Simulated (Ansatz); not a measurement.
## BAs (zinc blende), map of one atom of the cell

Starting cell, BAs (zinc blende):

```xyz
2
Lattice="0.0000 2.3920 2.3920 2.3920 0.0000 2.3920 2.3920 2.3920 0.0000" Properties=species:S:1:pos:R:3 pbc="T T T"
As     3.5879     3.5879     3.5879
B      0.0000     0.0000     0.0000
```

In this cell atom 2 (B, nearest neighbour As at 2.071 Å; its periodic images, 3.4 Å or more away, move with it) is moved by u·(1.000, 0.000, 0.000) + v·(0.000, 1.000, 0.000); the rest is frozen.

All values below come from r2SCAN (plane waves to 500 eV, PAW, scalar-relativistic; Ansatz, a quantum-chemistry and plane-wave program). k mesh 10×10×10 (Γ-centred), Fermi-Dirac smearing 0.05 eV. E stands for the smeared free energy. As the smearing reaches across the gap at some points, energies and forces of such displacements shift with the k mesh and the smearing. BAs was relaxed with its symmetry unable to fall. ΔE is measured from the undisplaced structure. Axes are in Å.

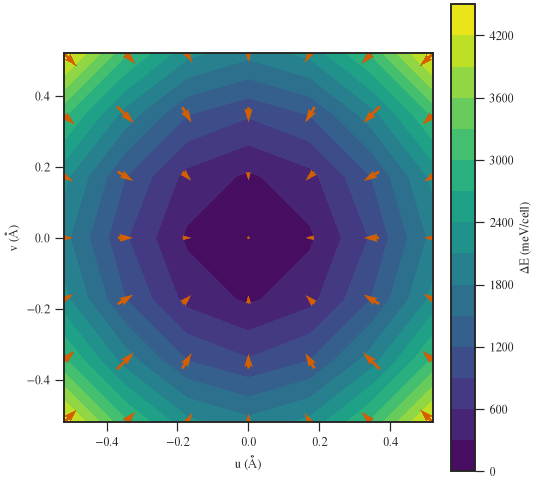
ΔE (meV/cell) over the plane, with arrows for the in-plane force on the moved atom.

Centre of the map: a minimum. Lowest place on the grid: u = 0.000 Å, v = 0.000 Å (0 meV/cell). Highest place on the grid, met at several equal points: u = -0.520 Å, v = -0.520 Å; u = 0.520 Å, v = -0.520 Å; u = -0.520 Å, v = 0.520 Å; u = 0.520 Å, v = 0.520 Å (4371 meV/cell). Principal force constants in the plane (five-point differences of the forces): 16.8 eV/Å², isotropic.

(For displaced atoms, the force is minus the slope of the energy, and its curvature is a force constant, which sets phonon frequencies.)
